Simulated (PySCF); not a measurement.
System: Al2 (triplet).

```tsv
atom	x (Å)	y (Å)	z (Å)
Al	0.0000	0.0000	-1.3695
Al	0.0000	0.0000	1.3695
```

Method: PBE0/def2-SVPD, non-relativistic Hamiltonian with scalar-relativistic core potentials where named, at a bond length of 2.739 Å in PySCF 2.14.0.

What will maps of the electron density, electron localisation function and spin density show?

Answer. Al–Al (2.74 Å): the density is about 0.27 e/Å³ at the midpoint; the ELF peaks at about 0.95 between the atoms; localised, covalent bonding.
The unpaired spin (2 electrons) lies mostly on Al1 (about 1.0) and Al2 (about 1.0), in electrons by Hirshfeld's partition.

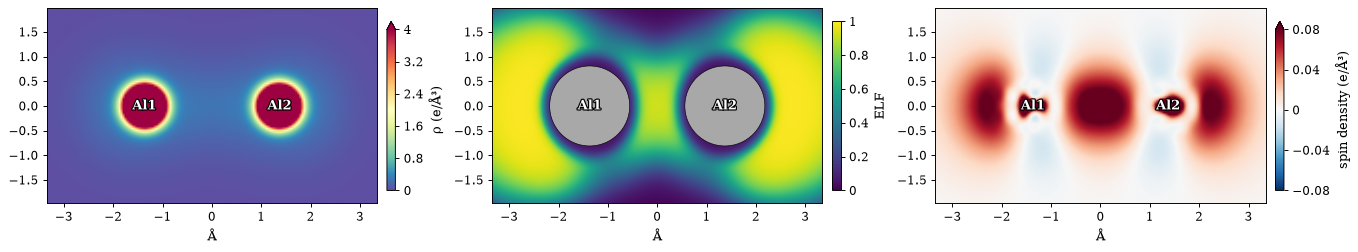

Computed electron density, electron localisation function and spin density on a plane that holds the molecular axis, in this order. Grey discs cover the atomic cores in the ELF map. 
